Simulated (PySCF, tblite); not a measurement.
# C₃H₁₀O₅Si₂: geometry, infrared bands and NMR shifts

Aim: predict the infrared bands and NMR shifts of C₃H₁₀O₅Si₂ (`CO[SiH2]OCOC(=O)O[SiH3]`).

The runs use tblite 0.8.0 and PySCF 2.14.0, with density-fitted response routines of our own; the level of theory stands in each step. All values are computed, except where a source is named. Atoms count from 0, in the outputs and in this text.

### Step 1. Starting geometry

20 atoms, charge 0, multiplicity 1; geometry from: force field or distance geometry start.

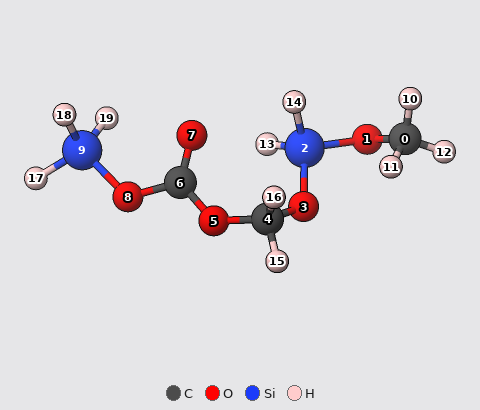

As it starts; carbon dark grey, oxygen red, silicon blue, hydrogen pink, atoms numbered; sticks join atoms by distance.

### Step 2. Geometry optimisation with GFN2-xTB

The job: settings as JSON, then the geometry in Å.

```
{"job": {"kind": "relax", "xc": "GFN2-xTB", "basis": "xTB"}, "charge": 0, "multiplicity": 1}
C      3.950200    -0.375800    -0.169700
O      3.091000    -0.030300     0.876200
Si     1.446800    -0.095100     0.396800
O      1.248800     1.014400    -0.841300
C      0.238100     0.954100    -1.707100
O     -1.086300     1.061800    -1.294000
C     -1.824600     0.275300    -0.481800
O     -1.438000    -0.765200     0.074900
O     -3.145100     0.660700    -0.228700
Si    -4.167800    -0.289900     0.799900
H      4.111500    -1.475700    -0.245200
H      3.476300    -0.008000    -1.124100
H      4.941300     0.083100    -0.075100
H      0.615000     0.190500     1.596300
H      1.188600    -1.489700     0.044800
H      0.380700     1.853700    -2.391000
H      0.348400     0.094600    -2.457700
H     -5.333300     0.523500     1.160900
H     -4.647700    -1.521000     0.176500
H     -3.398900    -0.650400     2.002400
```

On the command line:

```bash
$ OMP_NUM_THREADS=1 python probes_run.py task.json out
```

This one command runs all jobs of the session in turn.

**Question.** This job is followed by: GFN2-xTB harmonic vibrations, gas phase; GIAO PBE0/pcSseg-1 NMR shielding, non-relativistic, gas phase. What will the session give for the following? strongest single infrared mode (GFN2-xTB); zero-point energy (GFN2-xTB); 13C shifts against TMS (PBE0/pcSseg-1); 1H shifts against TMS (PBE0/pcSseg-1, means over atoms taken as alike); 17O shifts against H2O (PBE0/pcSseg-1); 29Si shifts against TMS (PBE0/pcSseg-1); surface potential, least and greatest.

The runs gave:

| quantity | value |
| --- | --- |
| strongest single infrared mode (GFN2-xTB) | 1282 cm⁻¹, 698 km/mol |
| zero-point energy (GFN2-xTB) | 83.5 kcal/mol |
| 13C shifts against TMS (PBE0/pcSseg-1) | 164.2, 87.6, 52.2 ppm |
| 1H shifts against TMS (PBE0/pcSseg-1, means over atoms taken as alike) | 5.69, 4.86, 4.73, 3.86 ppm |
| 17O shifts against H2O (PBE0/pcSseg-1) | 309.5, 216.0, 149.2, 78.1, 29.7 ppm |
| 29Si shifts against TMS (PBE0/pcSseg-1) | -32.5, -38.8 ppm |
| surface potential, least and greatest | -1.34 V and 1.45 V |

**Reading.** Relaxing lowered the energy by 1.432 eV in 138 steps; the close pair that moved most is O1–Si2, from 1.714 to 1.613 Å. All 54 modes are real, so the xTB geometry is a minimum. The strongest single mode, at 1282 cm⁻¹, moves mainly C6. GFN2-xTB is a fitted tight-binding method: band positions and strengths are rough. Its intensities can rank the bands wrongly. H15, H16 (mean) (hydrogen on an sp3 carbon bearing two oxygens) lies farthest downfield among hydrogen, at 5.69 ppm; its carbon carries O, which withdraws density. At PBE0/pcSseg-1: The widest tensor belongs to O7: span 404 ppm, with a paramagnetic part of -379 ppm.
